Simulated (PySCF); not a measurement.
Molecule: SMILES [Al]([CH]=C)([CH]=C)[CH]=C, singlet. Atoms near the plane z = 1.5 Å, at the GFN2-xTB optimised geometry (x, y, z in Å): Al1 (-0.8, 0.0, 0.0), C2 (1.1, 0.0, 0.0), C3 (1.9, 1.1, 0.5), H5 (2.9, 1.1, 0.5), H6 (1.4, 1.9, 0.9), C7 (-1.8, -1.7, 0.0), C8 (-1.2, -2.8, 0.2), H9 (-2.9, -1.8, -0.2), H10 (-1.6, -3.8, 0.2), H11 (-0.1, -2.8, 0.4), C12 (-1.9, 1.7, 0.0), H14 (-2.9, 1.7, 0.3).

Calculation: PySCF 2.14.0 with PBE0/def2-TZVP. The values are rescaled to run from 0 to 1.

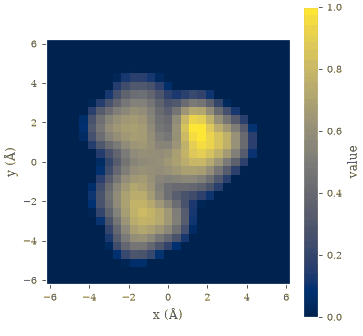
Fig. 1. a field on the plane z = 1.5 Å.

Question: Which quantity is mapped?
A. log10 of the electron density
B. an orbital amplitude
C. electron localisation function
D. deformation density (molecule minus spherical neutral atoms)

Answer: A, log10 of the electron density. In full: log10 of the electron density (e/bohr³), floored at −4.
